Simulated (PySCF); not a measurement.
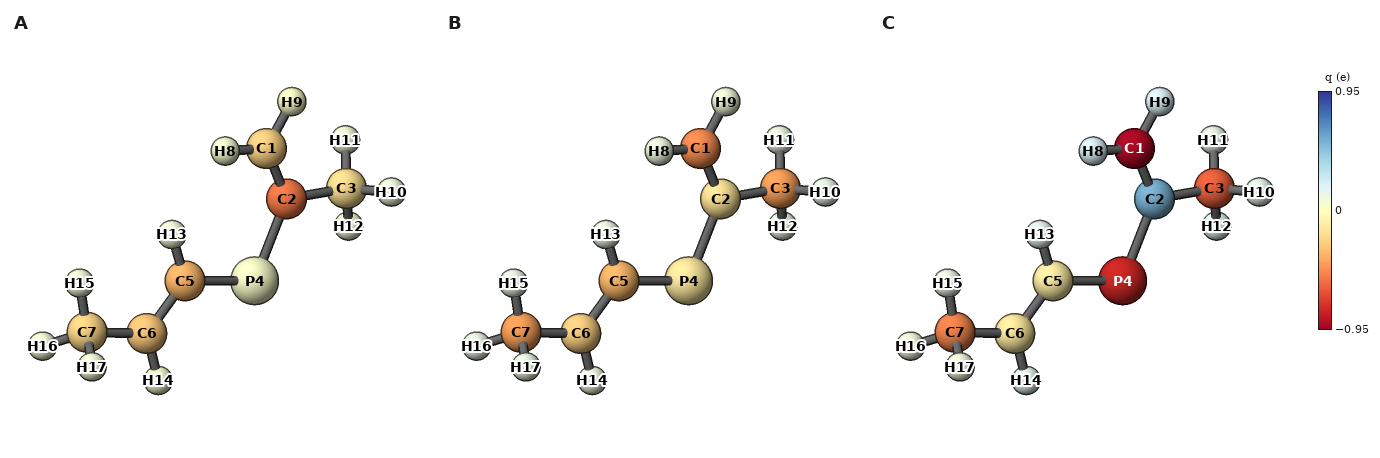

Atomic charges of one calculation by 3 schemes, on one colour scale. The species has charge −1 and is a spin singlet. The geometry was computed by an optimisation with GFN2-xTB. No frequency run is at hand to confirm it as a minimum. Computed with PBE0/pcSseg-1 (PySCF 2.14.0).

**The schemes are ESP-fitted, IAO, Mulliken. Which panel shows which?**

A Mulliken, B IAO, C ESP-fitted.

List the charges (e), one line for each set of equivalent atoms.

```json
{"atom": "C1", "Mulliken": "−0.23", "IAO": "−0.47", "ESP-fitted": "−0.90"}
{"atom": "C2", "Mulliken": "−0.52", "IAO": "−0.16", "ESP-fitted": "0.55"}
{"atom": "C3", "Mulliken": "−0.18", "IAO": "−0.41", "ESP-fitted": "−0.60"}
{"atom": "P4", "Mulliken": "0.04", "IAO": "−0.13", "ESP-fitted": "−0.78"}
{"atom": "C5", "Mulliken": "−0.34", "IAO": "−0.33", "ESP-fitted": "−0.10"}
{"atom": "C6", "Mulliken": "−0.27", "IAO": "−0.24", "ESP-fitted": "−0.12"}
{"atom": "C7", "Mulliken": "−0.22", "IAO": "−0.41", "ESP-fitted": "−0.49"}
{"atom": "H8", "Mulliken": "0.06", "IAO": "0.11", "ESP-fitted": "0.21"}
{"atom": "H9", "Mulliken": "0.03", "IAO": "0.09", "ESP-fitted": "0.19"}
{"atom": "H10", "Mulliken": "0.10", "IAO": "0.13", "ESP-fitted": "0.14"}
{"atom": "H11", "Mulliken": "0.08", "IAO": "0.12", "ESP-fitted": "0.12"}
{"atom": "H12", "Mulliken": "0.09", "IAO": "0.13", "ESP-fitted": "0.16"}
{"atom": "H13", "Mulliken": "0.08", "IAO": "0.11", "ESP-fitted": "0.15"}
{"atom": "H14", "Mulliken": "0.05", "IAO": "0.11", "ESP-fitted": "0.14"}
{"atom": "H15", "Mulliken": "0.08", "IAO": "0.13", "ESP-fitted": "0.12"}
{"atom": "H16", "Mulliken": "0.08", "IAO": "0.11", "ESP-fitted": "0.10"}
{"atom": "H17", "Mulliken": "0.08", "IAO": "0.11", "ESP-fitted": "0.10"}
```

The geometry is semi-empirical. Around P such bond lengths and angles can be off by a tenth of an ångström or more and by several degrees, and values that hang on the shape move with them.
